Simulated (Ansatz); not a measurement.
## Pb: response to strain

The parent structure is Pb in the bcc (W type) structure (space group Im-3m, No. 229; a cell from a computed database, its experimental status unchecked).

```yaml
crystal:
  lattice:
    - [-1.95768, 1.95768, 1.95768]
    - [1.95768, -1.95768, 1.95768]
    - [1.95768, 1.95768, -1.95768]
  atoms:
    - { symbol: Pb, position: [0.00000, 0.00000, 0.00000] }
```

Strains are applied to the cell and any free atomic positions relax.

Computed with PBEsol (Ansatz, a quantum-chemistry and plane-wave program; PAW; 420 eV plane waves; scalar-relativistic without spin-orbit coupling).

Notes on the quantities. energy relative to the base: free energy F.

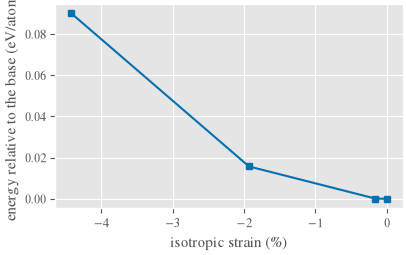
Energy relative to the base against isotropic strain

| isotropic strain (%) | energy relative to the base |
|---|---|
| -4.42 | +90 meV/atom |
| -1.93 | +16 meV/atom |
| -0.16 | +0.1 meV/atom |

No phonon test of stability was made. This is not the structure that Pb has at room temperature and ambient pressure.
